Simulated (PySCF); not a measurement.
C₄H₉BClO₂ (doublet)

| atom | x (Å) | y (Å) | z (Å) |
| --- | --- | --- | --- |
| C | -1.1329 | -1.6289 | 0.4518 |
| C | -1.4066 | -0.2193 | 0.1470 |
| C | -0.1484 | 0.5252 | -0.3925 |
| C | -0.4630 | 1.9774 | -0.7244 |
| O | 0.8583 | 0.5075 | 0.6130 |
| B | 1.8175 | -0.4146 | 0.6794 |
| O | 2.0196 | -1.3604 | -0.2606 |
| Cl | 2.8747 | -0.3101 | 2.0773 |
| H | -0.9152 | -1.9432 | 1.4536 |
| H | -0.9653 | -2.3256 | -0.3467 |
| H | -1.7452 | 0.3110 | 1.0380 |
| H | -2.1650 | -0.1334 | -0.6370 |
| H | 0.2249 | -0.0044 | -1.2772 |
| H | -0.8197 | 2.4900 | 0.1649 |
| H | -1.2237 | 2.0278 | -1.4981 |
| H | 0.4351 | 2.4791 | -1.0760 |
| H | 2.7480 | -1.9660 | -0.1234 |

Geometry: GFN2-xTB.

The calculation used UKS B3LYP, pcH-1 on B C Cl H O, non-relativistic, mean-field spin-orbit, GIAO in PySCF 2.14.0, density-fitted response routines.

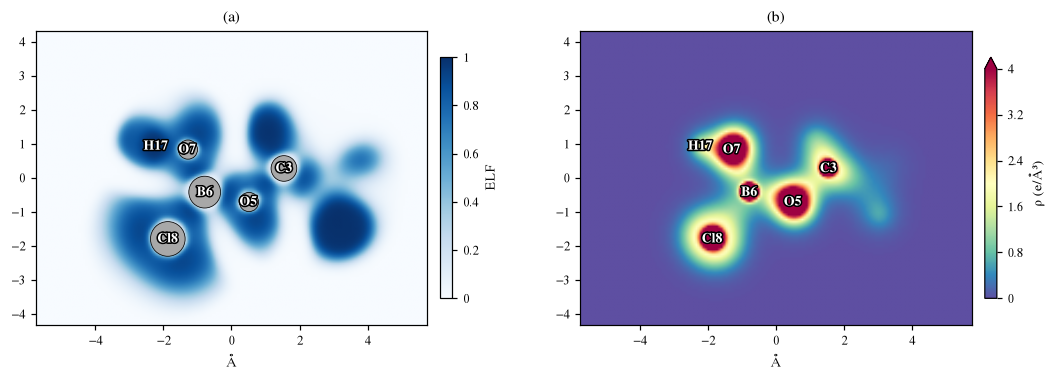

Figure 1. (a) electron localisation function; (b) electron density on the plane of atoms C3, O5 and B6. Grey discs cover the atomic cores in the ELF map.

What does the map show?

The section cuts through C, O, B, Cl and H sites. B–O (1.33 Å): the density is about 2.2 e/Å³ at the midpoint; the ELF peaks at about 0.90 between the atoms (a polar covalent bond). C–O (1.42 Å): ρ is about 2 e/Å³ halfway, with its minimum of 1.7 e/Å³ about 0.5 Å from C; the ELF peaks at about 0.90 between the atoms: a shared but strongly polarised pair. B–Cl (1.76 Å): ρ at the midpoint is about 1.4 e/Å³; the ELF peaks at about 0.90 between the atoms (a shared but strongly polarised pair). O–H (0.96 Å): ρ at the midpoint is about 3.8 e/Å³; the ELF climbs to about 1 towards the hydrogen, as it does in any bond to H: a covalent bond by its length. The ELF also peaks beside Cl8, O5 and O7, away from the bonds: non-bonding electrons, paired or unpaired.

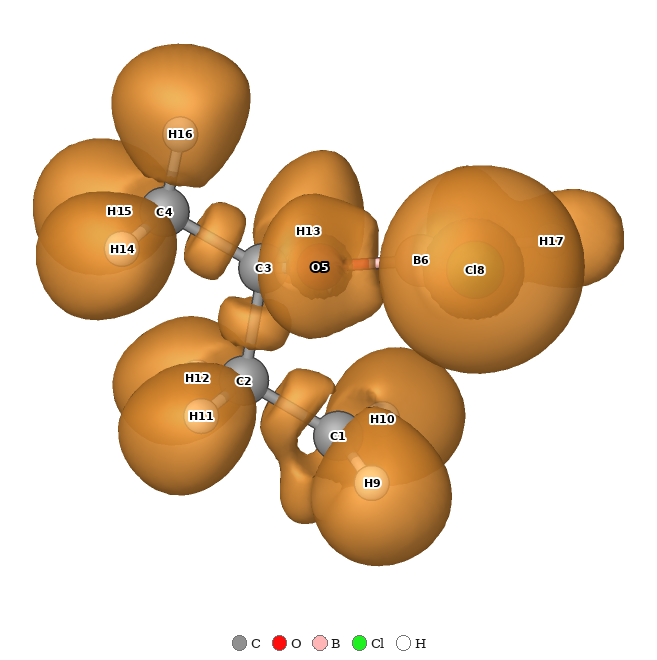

Figure 2. Isosurface of the electron localisation function at 0.75 (orange), seen at a tilt. Only the valence region is drawn (cores and ρ < 0.01 e/Å³ removed).

Identify the bonds, lone pairs and shells in this picture.

At this value the surface marks out two regions between bonded C–C atoms (shared pairs), six regions around hydrogen nuclei, one region on Cl in which the atom's valence shell and bonds are merged, one region on O in which the atom's valence shell and bonds are merged, one joined region spread over several atoms (C, H), in which their bonds and any lone pairs are merged and one joined region spread over several atoms (H, O), in which their bonds and any lone pairs are merged.

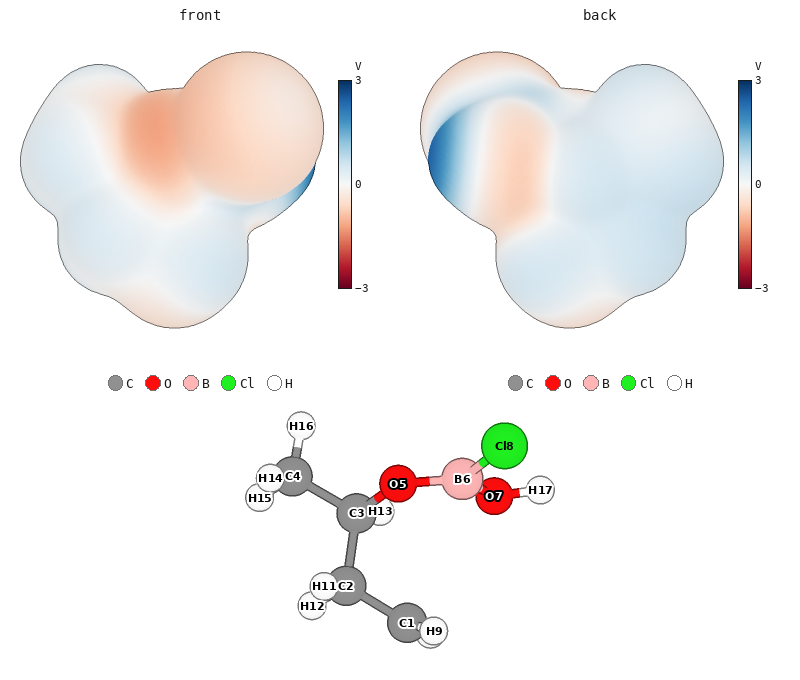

Figure 3. The molecular electrostatic potential painted on the density surface at 0.001 e/bohr³, seen from the front and from behind; red is negative and blue positive. The bare structure is drawn below in the same view.

Describe the electrostatic potential map.

The most negative region (about −1.2 V) lies over O5, the most positive (about +2.3 V) over H17. O5 is the likeliest acceptor of a hydrogen bond.
